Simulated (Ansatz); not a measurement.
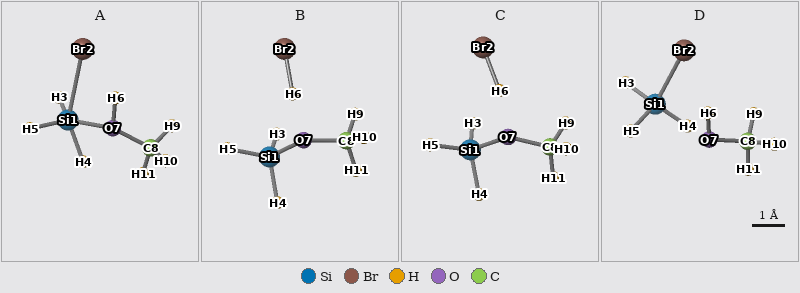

4 geometries from a converged minimum-energy path of CH₇BrOSi, made up of SiH₃Br and CH4O, shuffled. A ball-and-stick model, seen from a free direction.

The calculation used Ansatz 0.2.0, RKS LDA/def2-SVP. Set-up: 5 movable images; climbing image; force threshold 0.05 eV/Å; iteration limit 60; starting path through a guess of the saddle point.

### One of them is the converged climbing image. Which?

A. In order along the path, whose images run from 0 to 6: D (image 0, 0.00 eV), A (image 3, +0.39 eV), C (image 5, +0.01 eV), B (image 6, −0.02 eV). Breaking: H6–O7 (0.98 → 1.03 at the top → 1.54 Å), Si1–Br2 (2.26 → 2.54 at the top → 3.65 Å). Forming: Br2–H6 (2.40 → 1.99 at the top → 1.51 Å), Si1–O7 (2.66 → 1.93 at the top → 1.70 Å).

Limits of the set-up: the start holds two separate molecules, 2.4 Å apart at their closest, whose relative position is a soft coordinate and is computed without a dispersion correction.
